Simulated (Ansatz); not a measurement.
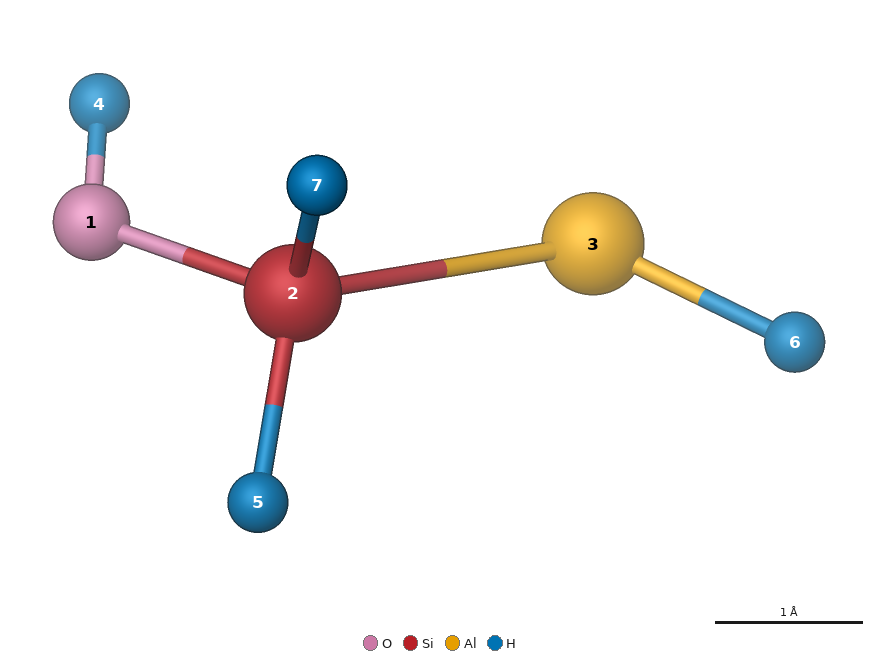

Orthographic view. Distant atoms are faded towards the background colour. State: neutral, doublet. Computed geometry: PBE0-D4/def2-TZVP optimisation. No frequency run is at hand to confirm it as a minimum.

Give the distance matrix in Å.

| atom | O1 | Si2 | Al3 | H4 | H5 | H6 | H7 |
| --- | --- | --- | --- | --- | --- | --- | --- |
| O1 | 0.00 |  |  |  |  |  |  |
| Si2 | 1.66 | 0.00 |  |  |  |  |  |
| Al3 | 3.48 | 2.48 | 0.00 |  |  |  |  |
| H4 | 0.96 | 2.26 | 3.51 | 0.00 |  |  |  |
| H5 | 2.50 | 1.49 | 3.36 | 3.36 | 0.00 |  |  |
| H6 | 4.88 | 3.56 | 1.60 | 5.05 | 4.03 | 0.00 |  |
| H7 | 2.60 | 1.50 | 3.28 | 3.03 | 2.41 | 4.07 | 0.00 |
